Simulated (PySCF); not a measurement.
H4Si2, SMILES `[SiH][SiH3]`.

PySCF calculation, B3LYP/def2-SVP, gas phase; geometry: GFN2-xTB. No frequency check shows the geometry to be a minimum.

Input

```python
import numpy as np
from pyscf import gto, scf, dft
from pyscf.scf import atom_ks, atom_hf
from scipy.linalg import block_diag

def solve(mol, dm0=None, hcore=None):
    mf = (dft.UKS if mol.spin else dft.RKS)(mol, xc='b3lyp')
    mf.grids.level = 3
    mf = mf.density_fit(auxbasis='def2-universal-jkfit')
    mf.conv_tol, mf.max_cycle = 1e-8, 80
    if hcore is not None:
        mf.get_hcore = lambda *args: hcore
    mf.kernel(dm0)
    if not mf.converged:
        mf = mf.newton().run(mf.mo_coeff, mf.mo_occ, max_cycle=30)
    assert mf.converged, 'SCF not converged'
    return mf

mol = gto.M(atom='''
Si    -1.25073    -0.10079    -0.00002
Si     1.02545     0.02691    -0.00007
H     -1.70453     1.32737     0.00023
H      1.46829    -0.74551     1.17728
H      1.92123     1.19715     0.00068
H      1.46894    -0.74477    -1.17695
''', basis='def2-svp', charge=0, spin=0, verbose=4)
mf = solve(mol)
mf.analyze()
# spherically averaged free atoms, for the promolecule
atm = atom_ks.get_atm_nrks(mol, xc='b3lyp')
pro = block_diag(*[(atm[a[0]][2] * atm[a[0]][3]) @ atm[a[0]][2].T for a in mol._atom])
np.savez('result.npz', e=mf.e_tot, c=mf.mo_coeff, occ=mf.mo_occ, eps=mf.mo_energy, pro=pro, dip=mf.dip_moment(verbose=0), s2=mf.spin_square()[0])
```

Launched as:

```sh
OMP_NUM_THREADS=1 python input.py
```

The run took 1.9 s on 1 thread of AMD EPYC 9R45 96-Core Processor (Zen 5), on a shared host, peak memory 0.27 GiB.

Partitions, critical points and surface values were worked out afterwards from this run's density.

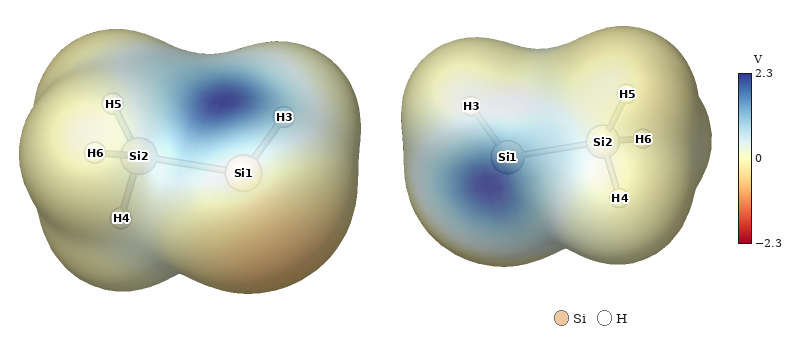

Electrostatic potential on the surface of electron density 0.001 a.u. (back view left, front view right).

> Where are the extremes of the potential on the surface?

Highest: 2.29 V, off the Si1–H3 bond (1.9 to 2.1 Å from its atoms), and at like points elsewhere. Further maxima include 0.30 V, near H4 (2.16 Å), H6 (2.18 Å) and Si2 (2.29 Å); 0.15 V, near H5 (2.00 Å), H4 (2.11 Å), H6 (2.13 Å) and Si2 (2.20 Å). Lowest: −0.78 V, 2.5 Å from Si1. Further minima include −0.17 V, 1.5 Å from H5; −0.17 V, 1.6 Å from H4, and at like points elsewhere. The surface is sampled at points, so like sites can differ by a few per cent and only the strongest of them is named.

> What volume does the surface enclose, and what is the dipole moment?

About 101 Å³; the dipole moment is 0.7 D.
